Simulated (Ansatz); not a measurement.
**Si(100)-2x1 dimers: modes of surface species**

Aim: bond lengths and vibrational modes of species bound on Si(100)-2x1 dimers.

Program: Ansatz 0.2.0. Level of theory: DFT PBE, scalar-relativistic, plane waves, PAW; PAW set soft_1. Results are calculated unless marked as measured.

### 1. The bulk crystal behind the slab

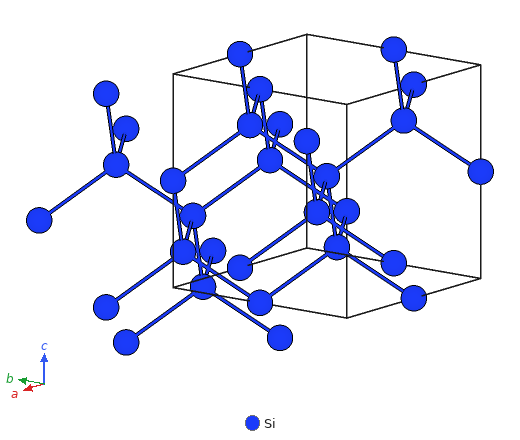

The cell as given, from a free direction (silicon blue). 2×1×1 cells are drawn. This picture shows the conventional cell, with its axes. Some periodic images of atoms are drawn too.

Coordinates:

```cif
data_structure
_symmetry_space_group_name_H-M 'P 1'
_symmetry_Int_Tables_number 1
_cell_length_a 3.8537
_cell_length_b 3.8537
_cell_length_c 3.8537
_cell_angle_alpha 60.000
_cell_angle_beta 60.000
_cell_angle_gamma 60.000
_cell_volume 40.47
loop_
_atom_site_label
_atom_site_type_symbol
_atom_site_fract_x
_atom_site_fract_y
_atom_site_fract_z
_atom_site_occupancy
Si1 Si 0.00000 0.00000 0.00000 1
Si2 Si 0.25000 0.25000 0.25000 1
```

### 2. Relaxation of the host

The host crystal is relaxed at the same level, and its volume sets the scale of the cells that follow.

Input file input.yaml:

```yaml
crystal:
  lattice:
    - [0.0, 2.725, 2.725]
    - [2.725, 0.0, 2.725]
    - [2.725, 2.725, 0.0]
  atoms:
    - { symbol: Si, position: [0.0, 0.0, 0.0] }
    - { symbol: Si, position: [0.25, 0.25, 0.25] }
kpoints:
  mp_grid: { grid: [10, 10, 10] }
hamiltonian:
  xc: pbe
  pseudopotentials: { kind: paw, azcp: { folder: soft_1 } }
scf:
  occupations: { method: gaussian, width: 0.02 }
output:
  forces: true
  stress: true
  eigenvalues: true
relax:
  adjacent_minimum: "off"
  f_tol: 0.002
  max_steps: 60
  cell: { stress_tol: 0.02 }
```

Started as:

```
$ ansatz run input.yaml --threads 8 --pin off --max-ram 20480MiB --backend cpu --events-out ev --progress --plain --runs-dir out
```

Numbers of over 12 decimals in the logs are rounded to 6 here.

What it wrote:

```text
The last accepted step is kept in <dir> (removed where the run ends without a failure and the disk answers)
Engine: ansatz 0.2.0, aarch64-unknown-linux-gnu
Pseudopotentials: kind: paw
Pseudopotential: Si, paw, valence charge 4, recommended cutoff 420 eV (normal), soft_1/Si.paw.azcp
Functional definition: PBE
  parameter kappa = 0.804
  parameter beta = 0.066725
  exchange = pbe_x(kappa = kappa, mu = beta*pi^2/3)
[...]
--- Relaxed structure (3 steps of the walk, 3 accepted, 1 SCFs on fresh bases) ---
  F+E_penalty+E_count = -1271.62301785 eV   max|allowed force component| = 7.517e-17 eV/Å   (the final SCF, on the basis selected at the relaxed cell)
  cell:  # Å, volume = 40.9115 Å³
    - [0, 2.734880, 2.734880]
    - [2.734880, 0, 2.734880]
    - [2.734880, 2.734880, 0]
  atoms:
    - { symbol: Si, position: [0, 0, 0] }
    - { symbol: Si, position: [0.25, 0.25, 0.25] }
[key lines of the parts left out:]
SCF converged after 4 iterations
Free energy (F): -1271.623018 eV
Fermi energy:    6.304617 eV
P = ⅓ Tr σ = 0.0045 GPa (0.045 kbar)
```

Run time: 1.6 s. Hardware: 8 threads of Arm Neoverse N1, shared host; peak memory 0.29 GiB.

Relaxation path:

```tsv
step	energy less that of the first step (eV)	largest force component (eV/Å)	pressure (GPa)	volume (Å³)
1	0.0000	0.0000	0.99	40.47
2	-0.0013	0.0000	0.24	40.81
3	-0.0014	0.0000	0.00	40.91
4*	-0.0014	0.0000	0.00	40.91
```

Relaxation steps marked * repeat the geometry before them on a plane-wave basis chosen anew for their cell, so energy and pressure can jump there.

The run keeps the 48 symmetry operations that it works with, so distortions that break them were not tested.

```tsv
conventional cell, symmetrised	before	after	change
a (Å)	5.450	5.470	+0.4 %
b (Å)	5.450	5.470	+0.4 %
c (Å)	5.450	5.470	+0.4 %
volume (Å³/atom)	20.23	20.46	+1.1 %
```

Final coordinates:

```
Si
1.0
     0.00000    2.73488    2.73488
     2.73488    0.00000    2.73488
     2.73488    2.73488    0.00000
Si
2
Direct
  0.00000 0.00000 0.00000
  0.25000 0.25000 0.25000
```

This step gave:

- pressure: 0.004525 GPa
- gap on the k-mesh: 0.6174 eV
- volume per atom: 20.46 Å³

The forces vanish by symmetry.

The cell grew by 1.1 % in volume.

### 3. Relaxation in the fixed cell: H and Cl on one dimer

The slab carries H and Cl on one dimer. Its plane takes the lattice constant of the bulk relaxed at this level. The lowest layers and the H atoms that close the back face are held, and the other atoms relax. The program lengthens the typed cell of 26.0 Å along the normal to 45.7 Å, as its cut-off of the electrostatics needs, and moves no atom.

System of this step: H and Cl on one dimer on Si(100)-2x1 dimers. The cell holds 20 atoms: 14 Si, 5 H and 1 Cl. Cell: a = 7.735 Å, b = 3.868 Å, c = 45.707 Å, α = 90.0°, β = 90.0°, γ = 90.0°. It derives from Si. Vacuum lies along c.

Input file input.yaml:

```yaml
crystal:
  lattice:
    - [7.7354058354, 0.0, 0.0]
    - [0.0, 3.8677029177, 0.0]
    - [0.0, 0.0, 26.0076884288]
  atoms:
    - { symbol: Si, position: [0.0, 0.0, 0.322771] }
    - { symbol: Si, position: [0.5, 0.0, 0.322771] }
    - { symbol: Si, position: [0.25, 0.0, 0.375349] }
    - { symbol: Si, position: [0.75, 0.0, 0.375349] }
    - { symbol: Si, position: [0.25, 0.5, 0.427928] }
    - { symbol: Si, position: [0.75, 0.5, 0.427928] }
    - { symbol: Si, position: [0.0, 0.5, 0.480506] }
    - { symbol: Si, position: [0.5, 0.5, 0.480506] }
    - { symbol: Si, position: [0.0, 0.0, 0.533084] }
    - { symbol: Si, position: [0.5, 0.0, 0.533084] }
    - { symbol: Si, position: [0.25, 0.0, 0.585662] }
    - { symbol: Si, position: [0.75, 0.0, 0.585662] }
    - { symbol: Si, position: [0.346175, 0.5, 0.632452] }
    - { symbol: Si, position: [0.653825, 0.5, 0.632452] }
    - { symbol: H, position: [0.0, 0.317043, 0.289422] }
    - { symbol: H, position: [0.0, 0.682957, 0.289422] }
    - { symbol: H, position: [0.5, 0.317043, 0.289422] }
    - { symbol: H, position: [0.5, 0.682957, 0.289422] }
    - { symbol: H, position: [0.285213, 0.5, 0.685388] }
    - { symbol: Cl, position: [0.743796, 0.5, 0.710578] }
  periodic: [true, true, false]
kpoints:
  mp_grid: { grid: [4, 8, 1] }
hamiltonian:
  xc: pbe
  pseudopotentials: { kind: paw, azcp: { folder: soft_1 } }
scf:
  occupations: { method: gaussian, width: 0.03 }
output:
  forces: true
  eigenvalues: true
relax:
  adjacent_minimum: "off"
  f_tol: 0.003
  max_steps: 120
  constraints: [{ sites: [0, 1, 2, 3, 14, 15, 16, 17] }]
```

What it wrote:

```text
Warning: crystal.periodic: the lattice vector that does not repeat stood 0.000° off the slab's normal, 26.008 Å along it as the deck builds it. The run solves the slab on a vector along the normal, 45.707 Å long, with every atom where it was (on the deck's vector they left 15.05 Å outside them, and the widest stretch free of ions among them is 1.38 Å). A fractional position that the run reports is one of the run's ce [...]
[...]
crystal.periodic: the lattice vector that does not repeat stood 0.000° off the slab's normal, 26.008 Å along it as the deck builds it. The run solves the slab on a vector along the normal, 45.707 Å long, with every atom where it was (on the deck's vector they left 15.05 Å outside them, and the widest stretch free of ions among them is 1.38 Å). A fractional position that the run reports is one of the run's cell, which [...]
[...]
Crystal: 20 atoms, lattice volume = 1367.461 Å³
Basis set: ecut = 420 eV, 26825 PW (Γ), exchange–correlation on 108×54×640 points (8 copies of the dense FFT grid, shifted against one another)
Bands: 54, of which v1, the nominal top of the filled ones, is band 34 counted from 1 (33 counted from 0)
Symmetry: 2 space group operations
[...]
k-points: 15 of 32 (time reversal used)
[...]
SCF iter   1: F=—  HF=-10062.921297 eV  |F-HF|=—  |Δ(HF+E_count)|=         —  Δρ=2.82e-2  dr2=1.00e1  ethr=3.10e-3  ⟨swp⟩=12.1  Hψ=6338  notcnv=0  defer=53
[...]
SCF iter  13: F=-10060.106495 eV  HF=-10060.106495 eV  |F-HF|=1.06e-8  |Δ(HF+E_count)|=   3.42e-9  Δρ=3.31e-7  dr2=1.67e-8  ethr=1.39e-10  ⟨swp⟩=5.3  Hψ=2930  notcnv=0
SCF 1 converged in 13 iterations: F = -10060.106495 eV  dr2 = 1.67e-8
[...]
relax step   1: F+E_penalty+E_count = -10060.10649470 eV  Δ(F+E_penalty+E_count) = +0.000e0 eV  max|allowed force component| = 9.229e-1 eV/Å  Δτ_max = 0.0000 Å  (13 SCF iters, dr2 threshold 2.25e-7 eV, accepted)
[...]
SCF iter   7: F=-10060.289226 eV  HF=-10060.289230 eV  |F-HF|=3.64e-6  |Δ(HF+E_count)|=   2.12e-6  Δρ=1.80e-5  dr2=7.54e-6  ethr=7.83e-8  ⟨swp⟩=23.1  Hψ=7012  notcnv=0
SCF 2 converged in 7 iterations: F = -10060.289226 eV  dr2 = 7.54e-6
relax step   2: F+E_penalty+E_count = -10060.28922620 eV  Δ(F+E_penalty+E_count) = -1.827e-1 eV  max|allowed force component| = 4.757e-1 eV/Å  Δτ_max = 0.1414 Å  (7 SCF iters, dr2 threshold 5.32e-5 eV, accepted)
SCF iter   1: F=—  HF=-10060.308725 eV  |F-HF|=—  |Δ(HF+E_count)|=         —  Δρ=1.34e-3  dr2=1.97e-2  ethr=2.48e-4  ⟨swp⟩=4.3  Hψ=1856  notcnv=0  defer=200
[...]
SCF iter   6: F=-10060.304641 eV  HF=-10060.304645 eV  |F-HF|=3.51e-6  |Δ(HF+E_count)|=   3.60e-6  Δρ=2.11e-5  dr2=9.04e-6  ethr=2.08e-8  ⟨swp⟩=19.8  Hψ=7037  notcnv=0
SCF 3 converged in 6 iterations: F = -10060.304641 eV  dr2 = 9.04e-6
relax step   3: F+E_penalty+E_count = -10060.30464129 eV  Δ(F+E_penalty+E_count) = -1.542e-2 eV  max|allowed force component| = 8.058e-2 eV/Å  Δτ_max = 0.0738 Å  (6 SCF iters, dr2 threshold 1.41e-5 eV, accepted)
[...]
relax step   4: F+E_penalty+E_count = -10060.30579784 eV  Δ(F+E_penalty+E_count) = -1.157e-3 eV  max|allowed force component| = 2.280e-2 eV/Å  Δτ_max = 0.0191 Å  (6 SCF iters, dr2 threshold 4.06e-7 eV, accepted)
[...]
relax step   5: F+E_penalty+E_count = -10060.30604684 eV  Δ(F+E_penalty+E_count) = -2.490e-4 eV  max|allowed force component| = 2.032e-2 eV/Å  Δτ_max = 0.0216 Å  (8 SCF iters, dr2 threshold 3.25e-8 eV, accepted)
[...]
relax step   6: F+E_penalty+E_count = -10060.30608687 eV  Δ(F+E_penalty+E_count) = -4.003e-5 eV  max|allowed force component| = 1.353e-3 eV/Å  Δτ_max = 0.0078 Å  (6 SCF iters, dr2 threshold 3.31e-8 eV, accepted)
[...]
SCF iter   4: F=-10060.306087 eV  HF=-10060.306087 eV  |F-HF|=4.26e-9  |Δ(HF+E_count)|=   2.05e-9  Δρ=2.87e-7  dr2=6.08e-9  ethr=1.32e-11  ⟨swp⟩=6.1  Hψ=2893  notcnv=0
SCF 7 converged in 4 iterations: F = -10060.306087 eV  dr2 = 6.08e-9
relax step   7: F+E_penalty+E_count = -10060.30608687 eV  Δ(F+E_penalty+E_count) = -3.420e-9 eV  max|allowed force component| = 1.351e-3 eV/Å  Δτ_max = 0.0000 Å  (4 SCF iters, accepted)
SCF converged after 4 iterations
Free energy (F): -10060.306087 eV
[...]
Internal energy: -10060.306087 eV  (E = F + TS)
E sigma→0 (E₀):  -10060.306087 eV
Fermi energy:    -4.716823 eV
[...]
--- Forces (eV/Å), atoms counted from 1 ---
  atom   1  Si     0.00282070     0.00000000     0.08695538
  atom   2  Si    -0.00246886     0.00000000     0.18502582
  atom   3  Si    -0.22536962     0.00000000    -0.16109220
  atom   4  Si     0.22350536     0.00000000    -0.15025455
  atom   5  Si     0.00054630     0.00000000    -0.00039649
  atom   6  Si     0.00020096     0.00000000     0.00043230
  atom   7  Si     0.00033905     0.00000000     0.00007603
  atom   8  Si    -0.00098367     0.00000000    -0.00057870
  atom   9  Si    -0.00037779     0.00000000    -0.00063444
  atom  10  Si     0.00111055     0.00000000    -0.00101843
  atom  11  Si     0.00081705     0.00000000     0.00022957
  atom  12  Si    -0.00098137     0.00000000    -0.00049438
  atom  13  Si    -0.00059936     0.00000000     0.00028621
  atom  14  Si     0.00135083     0.00000000     0.00075969
  atom  15  H     -0.00061467    -0.58646939    -0.00063249
  atom  16  H     -0.00061467     0.58646939    -0.00063249
  atom  17  H      0.00066309    -0.57800272     0.02064252
  atom  18  H      0.00066309     0.57800272     0.02064252
  atom  19  H      0.00036762     0.00000000     0.00059499
  atom  20  Cl    -0.00038154     0.00000000     0.00011640
  max |Σ_I F_I| component: 2.72e-5 eV/Å
--- Band table (eV; the first three rows and the last of 15) ---
  k-point 0: bands = [... 30 lower, -5.7565, -5.6766, -5.4972, -5.3700, -4.1427, -3.9035, -3.4713, -2.9759, ... 16 higher]
  k-point 1: bands = [... 30 lower, -6.2726, -6.0096, -5.5991, -5.4859, -3.7339, -3.1600, -2.9111, -2.5083, ... 16 higher]
  k-point 2: bands = [... 30 lower, -6.3293, -6.2464, -5.9432, -5.5196, -3.3535, -2.9822, -2.9316, -2.8184, ... 16 higher]
  k-point 14: bands = [... 30 lower, -6.9811, -6.9230, -6.7888, -6.6684, -3.3312, -3.2690, -3.2236, -2.9440, ... 16 higher]
  ° read free of the cell's end (the report's vacuum.weakly_bound_levels)
--- Relaxed structure (7 steps of the walk, 7 accepted, 0 SCFs on fresh bases) ---
  F+E_penalty+E_count = -10060.30608687 eV   max|allowed force component| = 1.351e-3 eV/Å
  cell:  # Å, volume = 1367.4612 Å³
    - [7.7354058354, 0.0, 0.0]
    - [0.0, 3.8677029177, 0.0]
    - [0.0, 0.0, 45.706588]
  atoms:
    - { symbol: Si, position: [0.0, 0.0, 0.183661] }
    - { symbol: Si, position: [0.5, 0.0, 0.183661] }
    - { symbol: Si, position: [0.25, 0.0, 0.213579] }
    - { symbol: Si, position: [0.75, 0.0, 0.213579] }
    - { symbol: Si, position: [0.245963, 0.5, 0.243390] }
    - { symbol: Si, position: [0.754148, 0.5, 0.243413] }
    - { symbol: Si, position: [7.064001103728745e-5, 0.5, 0.275039] }
    - { symbol: Si, position: [0.500001, 0.5, 0.271468] }
    - { symbol: Si, position: [0.000208862, 0.0, 0.305816] }
    - { symbol: Si, position: [0.498514, 0.0, 0.300472] }
    - { symbol: Si, position: [0.263152, 0.0, 0.333351] }
    - { symbol: Si, position: [0.736145, 0.0, 0.332979] }
    - { symbol: Si, position: [0.341652, 0.5, 0.360048] }
    - { symbol: Si, position: [0.654552, 0.5, 0.359558] }
    - { symbol: H, position: [0.0, 0.317043, 0.164685] }
    - { symbol: H, position: [0.0, 0.682957, 0.164685] }
    - { symbol: H, position: [0.5, 0.317043, 0.164685] }
    - { symbol: H, position: [0.5, 0.682957, 0.164685] }
    - { symbol: H, position: [0.276563, 0.5, 0.390950] }
    - { symbol: Cl, position: [0.753348, 0.5, 0.402066] }
```

It took 3.6 min on 8 threads; peak memory 3.4 GiB.

Step by step:

```tsv
step	energy less that of the first step (eV)	largest force component (eV/Å)
1	0.0000	0.9229
2	-0.1827	0.4757
3	-0.1981	0.0806
4	-0.1993	0.0228
5	-0.1996	0.0203
6	-0.1996	0.0014
7	-0.1996	0.0014
```

The run keeps the 2 symmetry operations that it works with, so distortions that break them were not tested.

The atoms that moved most (Å):

```tsv
atom	dx	dy	dz	length
Si10	-0.011	0.000	-0.131	0.131
Cl20	0.074	0.000	-0.103	0.127
Si9	0.002	0.000	0.114	0.114
Si12	-0.107	0.000	-0.012	0.108
Si11	0.102	0.000	0.005	0.102
Si8	0.000	0.000	-0.089	0.089
H19	-0.067	0.000	0.044	0.080
Si7	0.001	0.000	0.074	0.074
```

Final coordinates:

```cif
data_structure
_symmetry_space_group_name_H-M 'P 1'
_symmetry_Int_Tables_number 1
_cell_length_a 7.7354
_cell_length_b 3.8677
_cell_length_c 45.7066
_cell_angle_alpha 90.000
_cell_angle_beta 90.000
_cell_angle_gamma 90.000
_cell_volume 1367.46
loop_
_atom_site_label
_atom_site_type_symbol
_atom_site_fract_x
_atom_site_fract_y
_atom_site_fract_z
_atom_site_occupancy
Si1 Si 0.00000 0.00000 0.18366 1
Si2 Si 0.50000 0.00000 0.18366 1
Si3 Si 0.25000 0.00000 0.21358 1
Si4 Si 0.75000 0.00000 0.21358 1
Si5 Si 0.24596 0.50000 0.24339 1
Si6 Si 0.75415 0.50000 0.24341 1
Si7 Si 0.00007 0.50000 0.27504 1
Si8 Si 0.50000 0.50000 0.27147 1
Si9 Si 0.00021 0.00000 0.30582 1
Si10 Si 0.49851 0.00000 0.30047 1
Si11 Si 0.26315 0.00000 0.33335 1
Si12 Si 0.73615 0.00000 0.33298 1
Si13 Si 0.34165 0.50000 0.36005 1
Si14 Si 0.65455 0.50000 0.35956 1
H15 H 0.00000 0.31704 0.16469 1
H16 H 0.00000 0.68296 0.16469 1
H17 H 0.50000 0.31704 0.16469 1
H18 H 0.50000 0.68296 0.16469 1
H19 H 0.27656 0.50000 0.39095 1
Cl20 Cl 0.75335 0.50000 0.40207 1
```

Numbers from this step:

```
gap on the k-mesh : 1.148 eV
```

The largest force component left on a free atom is 1.4 meV/Å.

(Part 1 of 3 ends here.)

[Logs are printed without paths, hosts, clocks, repeated set-up lines and the standing remarks that a program may print on its own settings, such as how far it seeks lower states.]

[Hosts, paths, dates, database ids (printed as entryN), source tags and the programs' standing remarks are cut or masked in the printed files.]
